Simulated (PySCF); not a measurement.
C3H5FSe: excited-state calculation

- system: C3H5FSe, SMILES CC(=[Se])CF
- method: TDDFT PBE0/def2-SVPD, vertical, gas phase, core orbitals frozen in the response (PySCF 2.14.0)

The geometry comes from this level: GFN2-xTB.

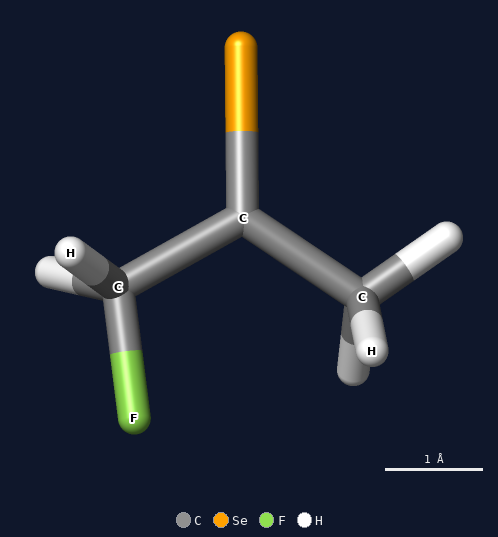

Figure 1. The structure as given in the input (stick view, seen at a tilt). Bond lengths as drawn: C–C 1.48 to 1.49 Å, C–F 1.37 Å, C–H 1.09 to 1.10 Å and C–Se 1.76 Å.

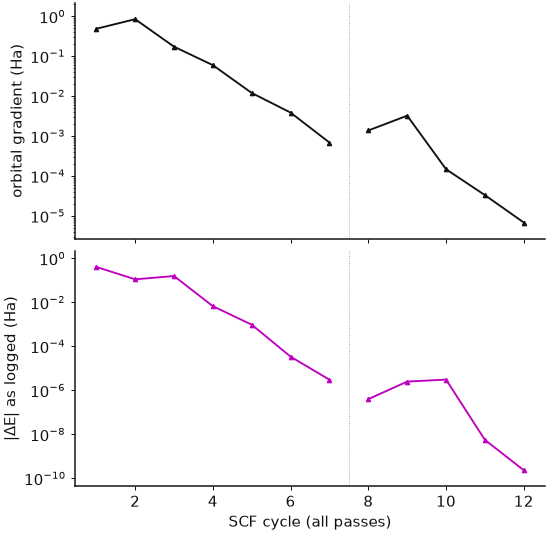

Figure 2. Convergence of the self-consistent field: orbital gradient and size of the energy change against the SCF cycle. The dotted line marks the change from a coarse to the final integration grid. The first 7 cycles use a coarse grid, the final grid takes over at cycle 8, and the field converges after 12 cycles in all.

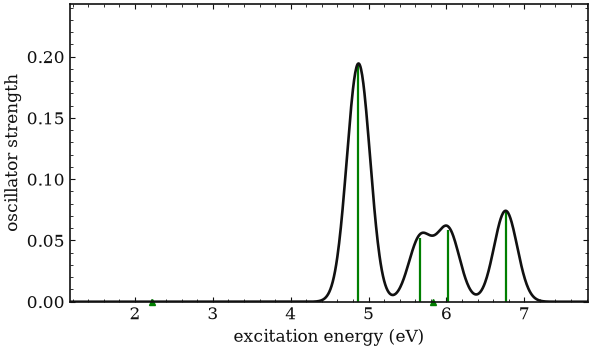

Figure 3. Computed excitations as sticks (degenerate states added up, dark ones marked on the axis), with a Gaussian envelope of 0.35 eV full width at half maximum, scaled to the tallest. Of the 6 states the lowest lies at 2.22 eV (f = 0.000); the strongest line is at 4.87 eV, or 255 nm (f = 0.194).

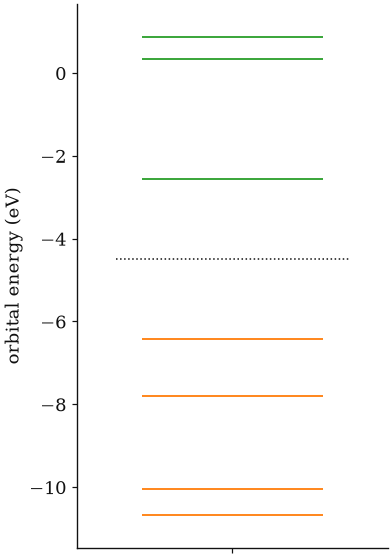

Figure 4. Orbital energies near the frontier; the dotted line parts filled from empty levels, and levels within 0.02 eV of each other stand side by side. Highest filled −6.41 eV, lowest empty −2.56 eV, 3.85 eV apart.

These pictures come from the run below.

### Input file
```
{"job": {"kind": "uv", "xc": "PBE0", "basis": "def2-SVPD", "nstates": 6, "ntriplets": 2}, "charge": 0, "multiplicity": 1}
C      1.290245     0.030041     0.043987
C     -0.069812     0.570659    -0.176459
Se    -0.398860     2.227873    -0.686878
C     -1.214019    -0.363120     0.054896
F     -0.804771    -1.609930     0.444026
H      2.048848     0.783335    -0.147676
H      1.382330    -0.333813     1.069296
H      1.454553    -0.832422    -0.605085
H     -1.874728     0.020092     0.842551
H     -1.804903    -0.488060    -0.861186
```

The first line tells a small driver script what to run in PySCF; the rest is the geometry in Å.

Command:
```bash
OMP_NUM_THREADS=1 python <driver script> task.json out
```

### Log
```
coarse grid: 40536 points
cycle   1  E = -2617.6812110925  dE = -3.982e-01  |g| = 4.808e-01  |ddm| = 4.240e+00
cycle   2  E = -2617.5726832566  dE =  1.085e-01  |g| = 8.368e-01  |ddm| = 1.452e+00
cycle   3  E = -2617.7261572786  dE = -1.535e-01  |g| = 1.714e-01  |ddm| = 1.015e+00
cycle   4  E = -2617.7326657869  dE = -6.509e-03  |g| = 5.897e-02  |ddm| = 2.552e-01
cycle   5  E = -2617.7336048862  dE = -9.391e-04  |g| = 1.188e-02  |ddm| = 8.588e-02
cycle   6  E = -2617.7336378627  dE = -3.298e-05  |g| = 3.820e-03  |ddm| = 1.939e-02
cycle   7  E = -2617.7336408011  dE = -2.938e-06  |g| = 6.789e-04  |ddm| = 5.536e-03
final grid: 85168 points
cycle   8  E = -2617.7336240004  dE =  3.862e-07  |g| = 1.363e-03  |ddm| = 6.383e-03
cycle   9  E = -2617.7336215749  dE =  2.425e-06  |g| = 3.204e-03  |ddm| = 5.648e-03
cycle  10  E = -2617.7336245644  dE = -2.989e-06  |g| = 1.459e-04  |ddm| = 3.853e-03
cycle  11  E = -2617.7336245698  dE = -5.423e-09  |g| = 3.273e-05  |ddm| = 2.604e-04
cycle  12  E = -2617.7336245701  dE = -2.256e-10  |g| = 6.747e-06  |ddm| = 3.347e-05
converged SCF energy = -2617.7336245701

Static polarisability (au): isotropic 68.475, principal 50.459 66.300 88.666

Singlet excitations
state   eV       nm        f      main configurations
  1   2.2230    557.7   0.00000   H->L 1.00
  2   4.8706    254.6   0.19448   H-1->L 0.93
  3   5.6638    218.9   0.05163   H->L+1 0.94
  4   5.8298    212.7   0.00078   H-2->L 0.98
  5   6.0206    205.9   0.05829   H->L+2 0.98
  6   6.7603    183.4   0.07424   H->L+4 0.69, H->L+3 0.28

Triplet excitations (Tamm-Dancoff, eV): 1.7955 2.5185
```

### Key numbers

```json
{"quantity": "outcome", "value": "converged"}
{"quantity": "total energy", "value": "−2617.733625 hartree"}
{"quantity": "HOMO", "value": "−6.41 eV"}
{"quantity": "LUMO", "value": "−2.56 eV"}
{"quantity": "dipole moment", "value": "1.06 D"}
{"quantity": "mean polarisability", "value": "68.47 a.u."}
{"quantity": "lowest singlet excitation", "value": "2.22 eV"}
{"quantity": "hardware", "value": "1 CPU thread, shared host"}
{"quantity": "wall time", "value": "25 s"}
{"quantity": "peak memory", "value": "0.78 GiB"}
```

### Notes

Spin–orbit coupling is left out, which matters for the heavy atoms.
